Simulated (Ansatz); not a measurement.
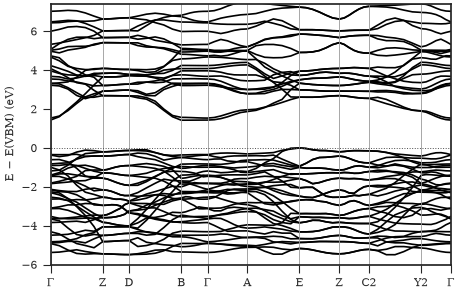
Figure. Band structure from LDA in the plane-wave PAW code Ansatz

Question: Read off the gap and where the band edges lie.

Answer: About 1.4 eV (1.42 eV by a search for the band edges); maximum on the A–E line, 94 % of the way from A, minimum at B.

The material is V2O5 in space group P2_1/m (No. 11; Pearson symbol mP14).

The first step of the workflow began from a Materials Project structure, measured or hypothetical; the Crystallography Open Database copy checked does not list it. COD files the formula under space group No. 31, 59. Whether it is the stable phase at ambient conditions was not checked. The LDA relaxation kept the symmetry of its start; phonons show weakly imaginary modes. No spin polarisation was allowed. No Hubbard U is applied. A crystal of weakly bound layers computed without a dispersion correction: the cell and the soft elastic constants depend strongly on that.

Potentials: the later of the program's two PAW sets.
